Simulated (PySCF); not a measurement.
# IrOI: structure of the singlet

Where does singlet IrOI go from a linear start, is the end point a minimum, and what are its modes, charges and moments?

Computed with PySCF 2.14.0. Level: PBE0, basis Ir def2-TZVP with ECP60, O def2-TZVP, I def2-TZVP with ECP28, scalar-relativistic core potentials, no spin–orbit coupling, density fitting.

## (1) Starting geometry

3 atoms, charge 0, spin multiplicity 1.

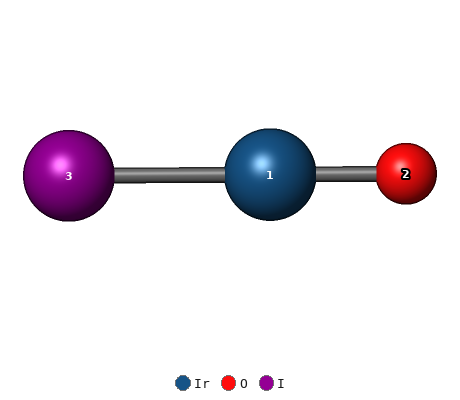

The starting geometry (iridium blue, oxygen red, iodine purple); atoms are numbered from 1 in the order of the file.

```xyz
3
charge 0 multiplicity 1
Ir    0.0000    0.0000    0.0000
O     0.0000    0.0000   -1.7200
I     0.0000    0.0000    2.5500
```

## (2) The SCF at the typed geometry

One driver script runs all steps and calls PySCF; scf.py shows how it sets up the SCF of each step. The optimiser is the driver's own. After this first run the driver tries any further starts and a stability analysis.

Contents of scf.py:

```python
from pyscf import gto, scf, dft
mol = gto.M(atom='''
Ir     0.000000     0.000000     0.000000
O      0.000000     0.000000    -1.720000
I      0.000000     0.000000     2.550000''',
    basis={'Ir': 'def2-TZVP', 'O': 'def2-TZVP', 'I': 'def2-TZVP'},
    ecp={'Ir': 'def2-TZVP', 'I': 'def2-TZVP'},
    charge=0, spin=0)
mf = dft.RKS(mol, xc='PBE0')
mf.grids.atom_grid = (50, 194)
aux = {'Ir': 'def2-universal-JKFIT', 'O': 'def2-universal-JKFIT', 'I': 'def2-universal-JKFIT'}
mf = mf.density_fit(auxbasis=aux)
mf.conv_tol = 1e-08
mf.diis_space = 10
mf.max_cycle = 60
mf.init_guess = 'minao'
mf.verbose = 4
mf.kernel()
```

On the command line:

```sh
$ OMP_NUM_THREADS=2 python axn.py task.json out
```

Further steps of the session: Linear start, singlet: relaxation; Vibrations and properties at this point; Following the imaginary mode; Vibrations and properties at this point.

Q: Predict the outcome of this session. Wanted: minimum; geometry; wavenumbers; dipole moment; highest occupied, lowest empty level; polar-tensor charge of Ir1; zero-point energy; atomisation energy.

As calculated:

| quantity | value |
| --- | --- |
| minimum | singlet, Cs |
| geometry | Ir–I 2.456 Å, Ir–O 1.661 Å; I–Ir–O 146.6° |
| wavenumbers (cm⁻¹) | 120 (a'), 235 (a'), 1045 (a') |
| dipole moment | 2.14 D |
| highest occupied, lowest empty level | -7.25, -4.54 eV |
| polar-tensor charge of Ir1 | +0.76 e |
| zero-point energy | 8.4 kJ/mol |
| entropy at 298.15 K | 313.3 J/(mol K) |
| atomisation energy (no zero-point energy) | 720 kJ/mol |

**Reading.** The linear start (C∞v) ends in a minimum of Cs symmetry, after a stop at a second-order saddle point 12.1 kJ/mol higher, from which it was pushed off along an imaginary mode. In the infrared the band at 1045 cm⁻¹ (a', stretch) leads. Other starts or spin states, not run here, may lie lower. With an element this heavy the missing spin–orbit coupling can shift these numbers.
